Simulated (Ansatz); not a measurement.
# CH3NSi: what the fields show

```xyz
6

Si   -0.3288    0.1563    0.4128
C     1.4099   -0.6705   -1.7698
N     0.7110   -0.3383   -0.8906
H    -0.4972    1.6221    0.3210
H    -1.6211   -0.5418    0.2457
H     0.3263   -0.2281    1.6810
```

The product side of a reaction path; geometry: PBE0-D4/def2-TZVP.

Theory: RKS PBE0-D4/def2-TZVPP in Ansatz.

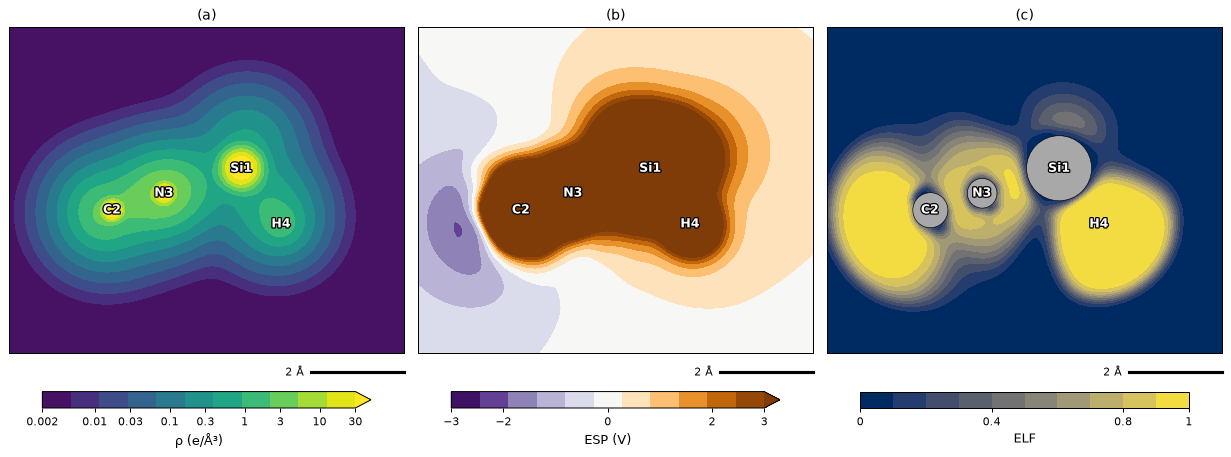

Figure 1. (a) electron density; (b) electrostatic potential; (c) ELF on the plane of atoms N3, Si1 and H4. Grey discs cover the atomic cores in the ELF map.

Q: Interpret the plot.

A: The section cuts through Si, C, N and H sites.
C–N (1.17 Å): ρ is about 3.5 e/Å³ halfway; the ELF peaks at about 0.90 between the atoms: a short, multiple covalent bond.
Si–N (1.74 Å): ρ is about 1 e/Å³ halfway; the ELF peaks at about 0.90 between the atoms (a shared but strongly polarised pair).
Si–H (1.48 Å): ρ is about 0.83 e/Å³ halfway; the ELF climbs to about 1 towards the hydrogen, as it does in any bond to H.
The ELF also peaks beside C2, away from the bonds: lone-pair regions.
Outside the dense part of the molecule the potential is most negative (−1.9 V) near C2.

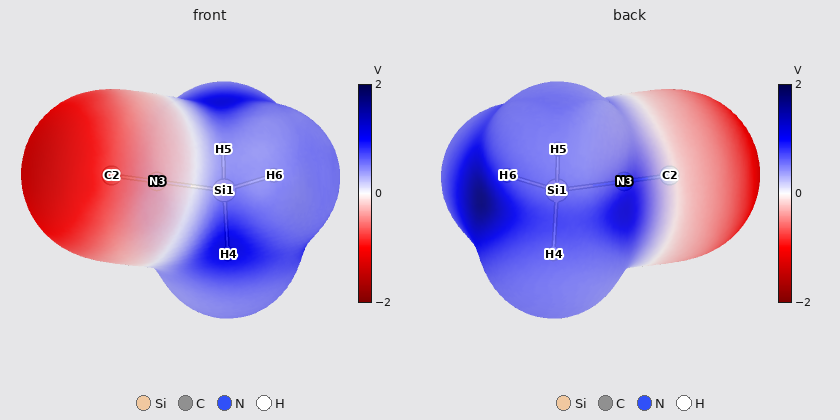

Figure 2. The electrostatic potential painted on the density surface at 0.001 e/bohr³, seen from the front and from behind; the colour scale runs from red (negative) to blue (positive).

Q: Describe the electrostatic potential map.

A: The most negative region (about −1.4 V) lies over C2, the most positive (about +1.6 V) over Si1.

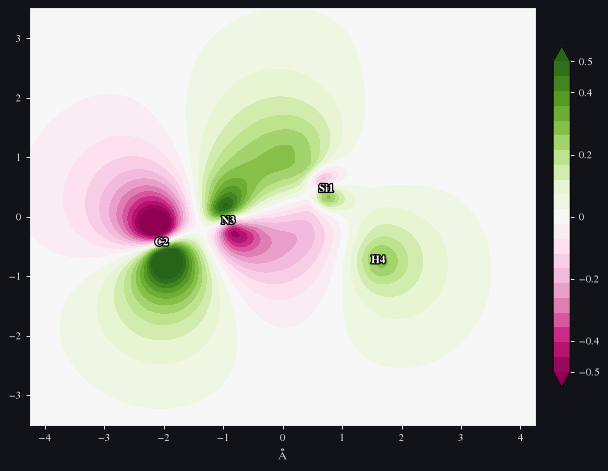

Figure 3. The LUMO on the plane of atoms N3, Si1 and H4 (values in Å⁻³ᐟ²; the overall sign is arbitrary).

Q: Describe this orbital and give its energy.

A: Its weight (Hirshfeld) is mainly on C2 (about 50 %), Si1 (about 20 %) and N3 (about 20 %). It is one of a degenerate set, so its orientation is arbitrary. Its energy is −0.29 eV.
